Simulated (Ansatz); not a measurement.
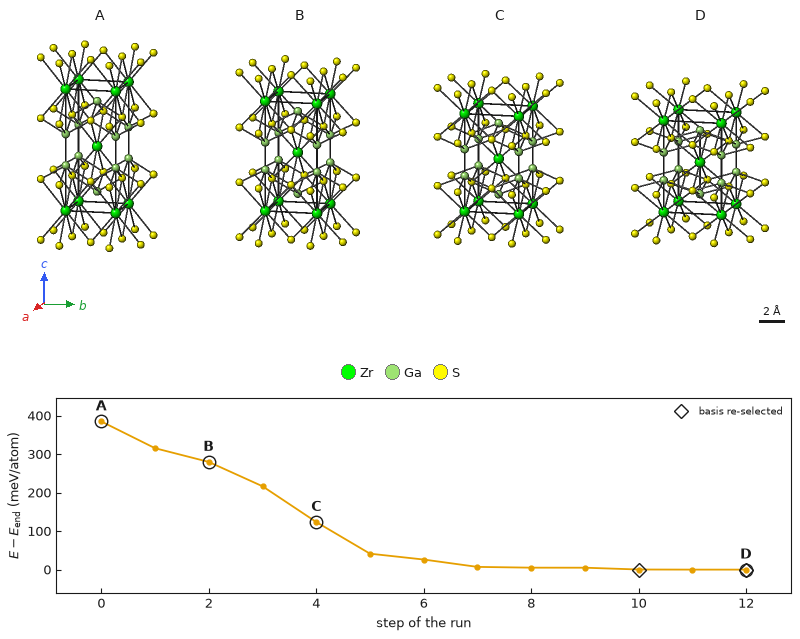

Frames of a relaxation of crystalline ZrGa2S2 (a generated structure, set up in I4/mmm) (coarse preliminary run), marked on the history of the run. Style: ball-and-stick. Shown: the conventional cell (2 times the calculation's cell), slightly off an axis. Lengths and directions refer to the drawn axes.

Level of theory: DFT PBE, scalar-relativistic, plane waves, PAW in Ansatz. (plane-wave cutoff 420 eV; k-point mesh 6 × 6 × 6; occupations gaussian; smearing width 0.1 eV; no spin polarisation; cell and atoms relaxed; force threshold 0.04 eV/Å; at most 70 steps)

Describe the path.

After 10 accepted moves (12 points after the start) the energy has fallen by 385 meV per atom. The largest force component goes from 0.53 to 0.0056 eV/Å. The pressure goes from −0.07 to 0.06 GPa. At 2 points the geometry stayed and the basis and grid were re-selected for the new cell (energy shift of 4.7 meV per atom at most each time). The largest moves relative to the cell, 0.18 Å, are those of Ga atoms. S and Zr stay in place. The drawn cell changes as follows: a = b 4.287 → 4.945 Å (+15.3 %), c 10.292 → 7.744 Å (−24.8 %); the volume changes by +0.1 %. Near-neighbour distances that change, for instance: Ga–Zr 3.820 → 2.697 Å, Ga–Ga 2.652 → 2.351 Å, S–Zr 3.349 → 3.140 Å, Ga–S 2.480 → 2.587 Å. New bonds form: Ga–Zr (3.82 → 2.70 Å). Bond angles that change, for instance: S–Ga–S 119.6° → 145.8°, Ga–Ga–S 120.2° → 107.1°, S–Ga–S 75.4° → 85.0°. The space group stays I4/mmm (No. 139). From step 0 to 2: Ga atoms move most (0.04 Å), volume −3.6 %, energy −105 meV per atom. From step 2 to 4: Ga atoms move most (0.10 Å), volume −2.2 %, energy −156 meV per atom. From step 4 to 12: Ga atoms move most (0.12 Å), volume +6.2 %, energy −124 meV per atom.

```json
{"step": "0", "E − E(0), meV/atom": "0.00", "largest force component, eV/Å": "0.5316", "pressure, GPa": "-0.07", "volume, Å³/atom": "18.920", "note": ""}
{"step": "1", "E − E(0), meV/atom": "-69.49", "largest force component, eV/Å": "0.2951", "pressure, GPa": "-0.83", "volume, Å³/atom": "18.770", "note": ""}
{"step": "2", "E − E(0), meV/atom": "-105.15", "largest force component, eV/Å": "0.7946", "pressure, GPa": "0.72", "volume, Å³/atom": "18.235", "note": ""}
{"step": "3", "E − E(0), meV/atom": "-168.34", "largest force component, eV/Å": "1.0779", "pressure, GPa": "1.23", "volume, Å³/atom": "18.072", "note": ""}
{"step": "4", "E − E(0), meV/atom": "-261.19", "largest force component, eV/Å": "1.1805", "pressure, GPa": "2.51", "volume, Å³/atom": "17.839", "note": ""}
{"step": "5", "E − E(0), meV/atom": "-343.50", "largest force component, eV/Å": "1.0253", "pressure, GPa": "5.31", "volume, Å³/atom": "17.543", "note": ""}
{"step": "6", "E − E(0), meV/atom": "-358.71", "largest force component, eV/Å": "1.3990", "pressure, GPa": "1.41", "volume, Å³/atom": "18.838", "note": ""}
{"step": "7", "E − E(0), meV/atom": "-377.85", "largest force component, eV/Å": "0.1384", "pressure, GPa": "-1.16", "volume, Å³/atom": "19.074", "note": ""}
{"step": "8", "E − E(0), meV/atom": "-379.84", "largest force component, eV/Å": "0.0573", "pressure, GPa": "-0.06", "volume, Å³/atom": "18.836", "note": ""}
{"step": "9", "E − E(0), meV/atom": "-379.94", "largest force component, eV/Å": "0.0004", "pressure, GPa": "0.00", "volume, Å³/atom": "18.811", "note": ""}
{"step": "10", "E − E(0), meV/atom": "-384.62", "largest force component, eV/Å": "0.0012", "pressure, GPa": "0.42", "volume, Å³/atom": "18.811", "note": "same geometry, new basis"}
{"step": "11", "E − E(0), meV/atom": "-384.90", "largest force component, eV/Å": "0.0056", "pressure, GPa": "0.06", "volume, Å³/atom": "18.936", "note": ""}
{"step": "12", "E − E(0), meV/atom": "-384.93", "largest force component, eV/Å": "0.0056", "pressure, GPa": "0.06", "volume, Å³/atom": "18.936", "note": "same geometry, new basis"}
```
